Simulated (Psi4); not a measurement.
# B2O2 (diboron dioxide) at wB97X-V/aug-cc-pVDZ

Aim: the vertical electron affinity of B2O2 (diboron dioxide) at wB97X-V/aug-cc-pVDZ, from 2 runs. 

The results are computed with Psi4 1.11.

8 further runs of the same task are left out: 6 that didn't finish, 2 set aside as unsound or not needed.

### Step 1. Starting point

B2O2: 4 atoms, total charge 0, spin state singlet. As SMILES, `O=BB=O`. The shape is that of a PBE0-D4/def2-TZVP optimisation.

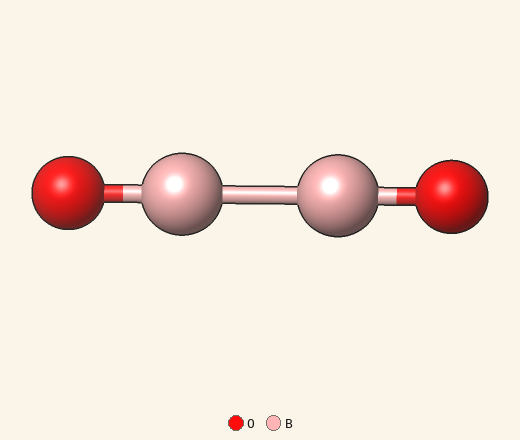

The structure, seen from a chosen angle (oxygen red, boron pink).

### Step 2. A single-point energy at wB97X-V/aug-cc-pVDZ

job.dat reads:

```
memory 2200 mb

molecule {
  0 1
  O     -0.743090     0.459760     1.817650
  B     -0.302300     0.187070     0.739120
  B      0.302150    -0.186920    -0.739220
  O      0.743230    -0.459920    -1.817550
  units angstrom
  symmetry c1
}

set {
  basis                aug-cc-pVDZ
  puream               true
  e_convergence        1e-09
  d_convergence        1e-08
  scf_type             pk
  dft_radial_points    99
  dft_spherical_points 590
}

energy("wb97x-v")
print_variables()
```

On the command line:

```
psi4 -n 1 job.dat job.out
```

job.out, shortened:

```text
[...]
  Running in c1 symmetry.
[...]
  Nuclear repulsion =   66.762222931000380
[...]
  Multiplicity = 1
[...]
  Nalpha       = 13
  Nbeta        = 13
[...]
    Number of basis functions: 92
[...]
   @RKS iter   1:  -199.92621666399845   -1.17810e+00   9.18220e-03 DIIS/ADIIS
[...]
   @RKS iter  10:  -200.19351514581464   -3.24292e-11   6.84130e-09 DIIS
[...]
    Orbital Energies [Eh]
    ---------------------
    Doubly Occupied:
       1A    -19.274773     2A    -19.274762     3A     -6.933307
       4A     -6.932973     5A     -1.160300     6A     -1.159349
       7A     -0.658859     8A     -0.572215     9A     -0.557025
      10A     -0.521029    11A     -0.521029    12A     -0.495381
      13A     -0.495381
[...]
  @RKS Final Energy:  -200.19351514581464
   => Energetics <=
    Nuclear Repulsion Energy =             66.7622229310003803
    One-Electron Energy =                -404.8212006102824034
    Two-Electron Energy =                 155.5990067221718505
    DFT Exchange-Correlation Energy =     -17.8419579056484494
    Empirical Dispersion Energy =           0.0000000000000000
    VV10 Nonlocal Energy =                  0.1084137169439626
    Total Energy =                       -200.1935151458146436
[...]
 Multipole Moments:
 ------------------------------------------------------------------------------------
     Multipole            Electronic (a.u.)      Nuclear  (a.u.)        Total (a.u.)
 ------------------------------------------------------------------------------------
 L = 1.  Multiply by 2.5417464519 to convert [e a0] to [Debye]
 Dipole X            :         -0.0004158            0.0001644           -0.0002514
 Dipole Y            :          0.0004448           -0.0001757            0.0002690
 Dipole Z            :         -0.0002889            0.0001134           -0.0001756
 Magnitude           :                                                    0.0004079
[...]
```

Run time: 81 s. Hardware: 1 thread of Intel Xeon at 2.50GHz (Skylake/Cascade Lake), shared host; peak memory 0.98 GiB.

### Step 3. The doublet anion at the same level

b2o2.xyz reads:

```xyz
4
B2O2
O     -0.743090     0.459760     1.817650
B     -0.302300     0.187070     0.739120
B      0.302150    -0.186920    -0.739220
O      0.743230    -0.459920    -1.817550
```

run.py reads:

```python
import psi4

psi4.set_memory(2200000000)
psi4.set_num_threads(1)
psi4.core.set_output_file('run.log', False)

with open('b2o2.xyz') as f:
    atoms = ''.join(f.readlines()[2:])
m = psi4.geometry('-1 2\n' + atoms + 'symmetry c1\nno_reorient\nno_com')

psi4.set_options({
    'basis': 'aug-cc-pVDZ',
    'reference': 'uks',
    'puream': True,
    'e_convergence': 1e-09,
    'd_convergence': 1e-08,
    'scf_type': 'pk',
    'dft_radial_points': 99,
    'dft_spherical_points': 590,
    'maxiter': 100,
})

E = psi4.energy('wb97x-v')
print('E =', round(E, 9))
```

On the command line:

```
python run.py
```

run.log, shortened:

```text
[...]
  Running in c1 symmetry.
[...]
  Nuclear repulsion =   66.762222931000380
[...]
  Multiplicity = 2
[...]
  Nalpha       = 14
  Nbeta        = 13
[...]
    Number of basis functions: 92
[...]
   @UKS iter   1:  -199.88029548307432   -1.13218e+00   9.76024e-03 DIIS/ADIIS
[...]
   @UKS iter  14:  -200.19977690978479   -3.97904e-12   5.45134e-09 DIIS
[...]
   @S^2 Observed:                7.534006728E-01
[...]
    Orbital Energies [Eh]
    ---------------------
    Alpha Occupied:
       1A    -19.022289     2A    -19.022278     3A     -6.671627
       4A     -6.671238     5A     -0.922024     6A     -0.921093
       7A     -0.409334     8A     -0.341414     9A     -0.319760
      10A     -0.297365    11A     -0.286271    12A     -0.275042
      13A     -0.262928    14A     -0.004056
    Alpha Virtual:
      15A      0.143843    16A      0.168866    17A      0.170367
      18A      0.183667    19A      0.184057    20A      0.189457
      21A      0.198083    22A      0.237912    23A      0.254250
      24A      0.335924    25A      0.368243    26A      0.370055
[...]
  @UKS Final Energy:  -200.19977690978479
   => Energetics <=
    Nuclear Repulsion Energy =             66.7622229310003803
    One-Electron Energy =                -411.1590293273461043
    Two-Electron Energy =                 162.0501053875642015
    DFT Exchange-Correlation Energy =     -17.9638788764610453
    Empirical Dispersion Energy =           0.0000000000000000
    VV10 Nonlocal Energy =                  0.1108029754577858
    Total Energy =                       -200.1997769097847879
[...]
 Multipole Moments:
 ------------------------------------------------------------------------------------
     Multipole            Electronic (a.u.)      Nuclear  (a.u.)        Total (a.u.)
 ------------------------------------------------------------------------------------
 L = 1.  Multiply by 2.5417464519 to convert [e a0] to [Debye]
 Dipole X            :         -0.0008155            0.0006992           -0.0001163
 Dipole Y            :          0.0011295           -0.0010016            0.0001279
 Dipole Z            :         -0.0006566            0.0005669           -0.0000896
 Magnitude           :                                                    0.0001948
[...]
```

The script printed:

```text
E = -200.19977691
```

Wall time 1.9 min (1 thread of Intel Xeon at 2.50GHz (Skylake/Cascade Lake), shared host); peak memory 0.98 GiB.

### Step 4. Results

At wB97X-V/aug-cc-pVDZ:

| quantity | value |
| --- | --- |
| singlet B2O2: total energy | -200.19352 Eh |
| singlet B2O2: dipole moment | 0.00 D |
| singlet B2O2: HOMO energy | -13.48 eV |
| singlet B2O2: LUMO energy | -0.25 eV |
| singlet B2O2: HOMO–LUMO gap | 13.23 eV |
| doublet anion: total energy | -200.19978 Eh |
| doublet anion: HOMO energy (highest over α and β) | -0.11 eV |
| doublet anion: LUMO energy (lowest over α and β) | 3.91 eV |
| doublet anion: ⟨S²⟩ | 0.753 |
| vertical electron affinity (to the doublet anion) | 0.170 eV |

What this shows: At fixed nuclei the extra electron is bound by 0.17 eV (3.9 kcal/mol).
